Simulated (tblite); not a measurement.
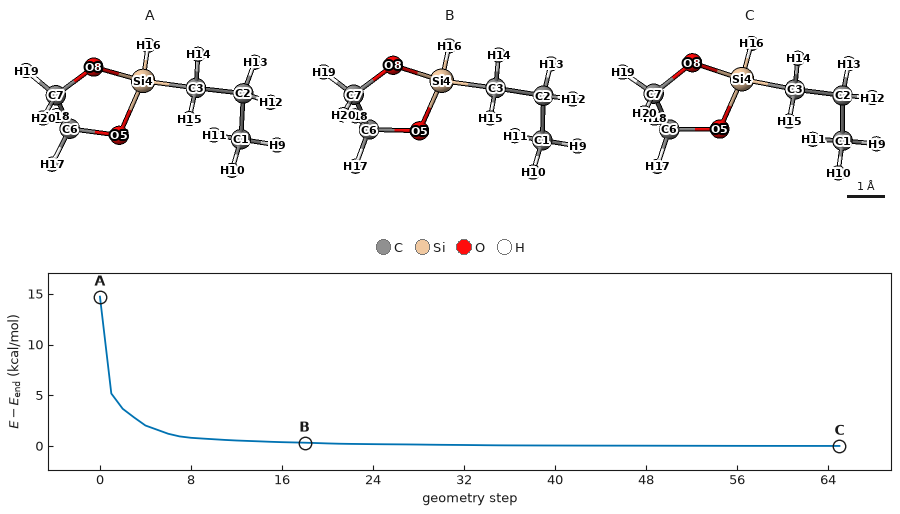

Frames of a relaxation of C₅H₁₂O₂Si, marked on the history of the run. Style: ball-and-stick. Shown from a free direction.

Theory: tblite 0.8.0, GFN2-xTB geometry optimisation, gas phase. 

Q: What happens along the run?

A: Over 65 geometry steps the energy falls by 14.7 kcal/mol. The atom that moves furthest after the best rigid fit is O8 (0.21 Å). Largest moves by element: O 0.21 Å, H 0.20 Å, C 0.11 Å, Si 0.07 Å. Some distances before and after: Si4–O5 1.734 → 1.643 Å, C6–C7 1.477 → 1.544 Å, C3–Si4 1.843 → 1.887 Å, C2–C3 1.482 → 1.525 Å. Bond angles that change, for instance: Si4–O5–C6 104.8° → 111.0°, C3–C2–H13 115.1° → 109.1°, Si4–O8–C7 106.5° → 112.1°. The run took 0.49 s on 1 thread of Arm Neoverse V1 (shared host). From step 0 to 18: O5 moves most (0.13 Å), energy −14.4 kcal/mol. From step 18 to 65: H10 moves most (0.15 Å), energy −0.32 kcal/mol.

```
step  E − E(0), kcal/mol
   0                0.00
   1               -9.55
   2              -11.06
   3              -11.91
   4              -12.71
   5              -13.11
   6              -13.52
   7              -13.78
   8              -13.92
   9              -13.99
  10              -14.06
  13              -14.23
  16              -14.35
  19              -14.43
  22              -14.52
  24              -14.54
  27              -14.57
  30              -14.61
  33              -14.64
  36              -14.66
  39              -14.68
  42              -14.68
  45              -14.69
  48              -14.69
  51              -14.70
  53              -14.71
  56              -14.71
  59              -14.72
  62              -14.72
  65              -14.72
```
